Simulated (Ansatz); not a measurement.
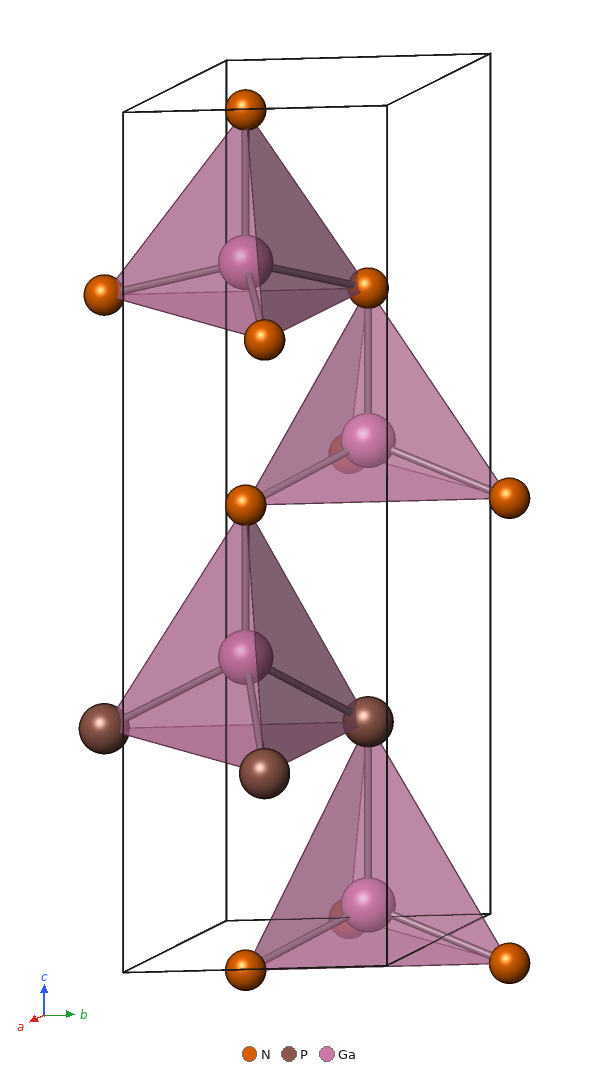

A polyhedral rendering, viewed slightly off an axis. The box is the conventional unit cell; atoms on or close to its faces, edges and corners are drawn wherever they repeat. Some atoms of the next cells are drawn as well.

Ga4PN3, space group P3m1 (No. 156), a = 3.337 Å, b = 3.337 Å, c = 11.049 Å, α = 90.00°, β = 90.00°, γ = 120.00°. The structure was taken from a structure type filled with these elements by a generator (whether the compound takes this form wasn't checked). Earlier steps of the study may have refined or changed the cell and positions. A calculation with Ansatz used it as input.

This one geometry was computed with Ansatz (DFT, plane waves, PAW) at three levels of theory: PBE with spin-orbit coupling, PBE and r2SCAN. It was relaxed beforehand with r2SCAN.

### Which level gives the highest pressure at this volume, and what does that say about its equilibrium volume?

Highest: PBE with spin-orbit coupling (4.8 GPa) and PBE (4.8 GPa), which points to the largest equilibrium volume. Lowest, with the smallest volume: r2SCAN (0.0 GPa). Levels within 0.5 GPa of each other can't be told apart.

### How does the band gap change with the level of theory?

All levels give a metal.

### Collect the results in a table.

| level | cutoff (eV) | k-mesh of the run's cell | gap (eV) | pressure (GPa) |
| --- | --- | --- | --- | --- |
| PBE with spin-orbit coupling | 420 | 12×12×2 | metal | 4.8 |
| PBE | 420 | 12×12×2 | metal | 4.8 |
| r2SCAN | 500 | 12×12×2 | metal | 0.0 |

Gaps are taken on the k-mesh or band path of each run.
